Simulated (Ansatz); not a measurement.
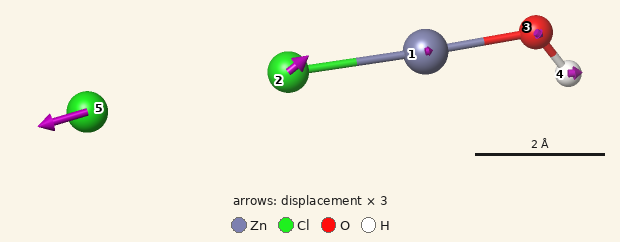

A relaxation of ZnHOCl$_{2}$ (multiplicity 2). The starting structure is drawn; purple arrows show the displacements, 3 times their true length. The two geometries are superimposed by the best rigid fit.

The picture is a ball-and-stick view, seen at a tilt.

The run prepares an end point of a later path (reaction) calculation, from a guessed geometry.

All numbers below come from Ansatz, UHF/def2-SVP.

The input:
```yaml
crystal:
  periodic: [false, false, false]
  atoms:
    - { symbol: Zn, position_ang: [0.012399, -0.044661, -0.04721] }
    - { symbol: Cl, position_ang: [-0.012503, 0.045033, 2.158846] }
    - { symbol: O, position_ang: [0.018504, -0.06665, -1.825294] }
    - { symbol: H, position_ang: [0.238702, -0.859778, -2.28519] }
    - { symbol: Cl, position_ang: [-0.002403, 0.008655, 5.401747] }
magnetization:
  spin_polarized: true
  initial_magnetization: 1
basis:
  gaussian: { orbitals: def2-SVP }
hamiltonian:
  xc: hf
relax:
  f_tol: 0.03
  max_steps: 50
```

Run as
```bash
ansatz run input.yaml --threads 2 --pin off --max-ram 3072MiB --backend cpu --events-out ev --progress --plain --runs-dir out
```

Question: Atoms of which element are displaced furthest, and by how much?

Answer: Chlorine: up to 0.27 Å, against 0.08 Å for hydrogen.

Question: Describe the change and its energy.

Answer: After 6 geometry steps the energy has fallen by 0.057 eV. The largest force component goes from 1.1 to 0.011 eV/Å. Cl5 moves most after the best rigid fit: 0.27 Å. By element the largest moves are Cl 0.27 Å, H 0.08 Å, O 0.05 Å, Zn 0.04 Å. Among the contacts that change: Zn1–Cl2 2.208 → 2.136 Å, Zn1–O3 1.778 → 1.774 Å. Bond angles that change, for instance: Zn1–O3–H4 119.9° → 124.0°.

Limits of the set-up: the start holds two separate molecules, 3.2 Å apart at their closest, whose relative position is a soft coordinate and is computed without a dispersion correction; Hartree-Fock leaves out electron correlation.
